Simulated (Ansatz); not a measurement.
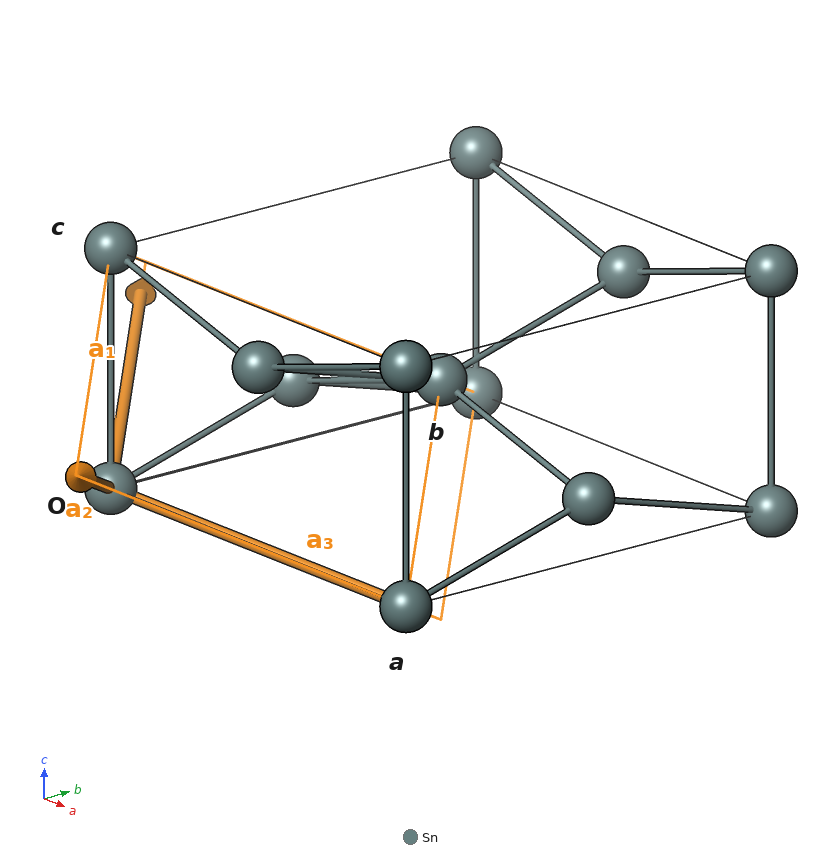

For Sn, the input geometry of an electronic-structure calculation (not necessarily at equilibrium): the conventional cell (thin) and a primitive cell (coloured, vectors a₁, a₂, a₃). Geometry calculated from the standardised cell; symmetry tolerance 0.002 Å.

a = 5.947 Å, b = 5.947 Å, c = 3.212 Å, α = 90.00°, β = 90.00°, γ = 90.00°.

> What is the centring, and how are the primitive vectors built?

I, body-centred tetragonal, with lattice points at (0, 0, 0), (1/2, 1/2, 1/2). a₁ = −1/2 a + 1/2 b + 1/2 c; a₂ = 1/2 a − 1/2 b + 1/2 c; a₃ = 1/2 a + 1/2 b − 1/2 c.

> Give the primitive cell's size and content.

Edges 4.501, 4.501, 4.501 Å; angles 97.31°, 97.31°, 138.19°; volume 56.80 Å³, 1/2 of the conventional cell; 2 of its 4 atoms.
